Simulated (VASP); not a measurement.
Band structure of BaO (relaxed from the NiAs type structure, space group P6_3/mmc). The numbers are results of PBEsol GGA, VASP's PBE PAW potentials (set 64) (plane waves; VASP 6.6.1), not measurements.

Unless said otherwise, spin-orbit coupling is left out, though it shifts the bands of the heavy elements here.

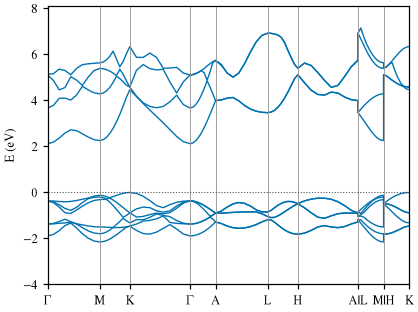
*Bands along high-symmetry lines, zero at the valence-band maximum or, without a gap, the Fermi level*

**Question.** Read the plot: is there a gap, and where are the band edges?

**Answer.** The gap is indirect, 2.12 eV, from the valence maximum at K to the conduction minimum at Γ. (Edges off the drawn lines would not show.)

The structure was generated: BaO was put into the NiAs type type (P6_3/mmc), which need not be its known phase. It was relaxed first, which changed the volume by -22 %.
